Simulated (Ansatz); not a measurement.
Species, as SMILES: N=[B] (B-NH), doublet.
Atoms: B1, N2, H3. Bonds: B1-N2, N2-H3.

Basis-set convergence of the optimised N2-H3 bond length at B3LYP with Ansatz (a quantum-chemistry and plane-wave program). Cartesian d functions, on some or all atoms, in 6-31G*, 6-31+G*; all else is spherical. The program fits the integrals of some runs and decomposes those of others, by size. Open shells are unrestricted. No added dispersion term, no relativity. Reference: the value in aug-pcseg-3, 0.9920 Å. Deviations are taken from unrounded values.

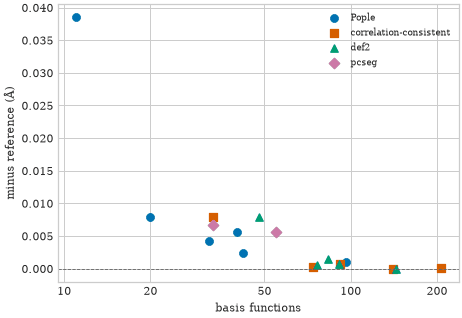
Deviation from the reference against the number of basis functions, by family of sets.

```tsv
basis	functions	optimised N2-H3 bond length (Å)	minus reference (Å)
STO-3G	11	1.0306	0.0386
3-21G	20	0.9998	0.0079
6-31G*	32	0.9962	0.0042
cc-pVDZ	33	0.9999	0.0079
pcseg-1	33	0.9987	0.0068
6-31+G*	40	0.9976	0.0056
6-311G**	42	0.9944	0.0025
def2-SVPD	48	0.9999	0.0079
aug-pcseg-1	55	0.9976	0.0057
cc-pVTZ	74	0.9923	0.0003
def2-TZVPP	76	0.9926	0.0006
def2-TZVPD	83	0.9935	0.0015
def2-TZVPPD	91	0.9927	0.0007
jun-cc-pV(T+d)Z	92	0.9927	0.0007
6-311++G(3df,3pd)	96	0.9930	0.0010
cc-pVQZ	140	0.9919	-0.0001
def2-QZVPP	144	0.9919	0.0000
aug-cc-pVQZ	206	0.9921	0.0001
```
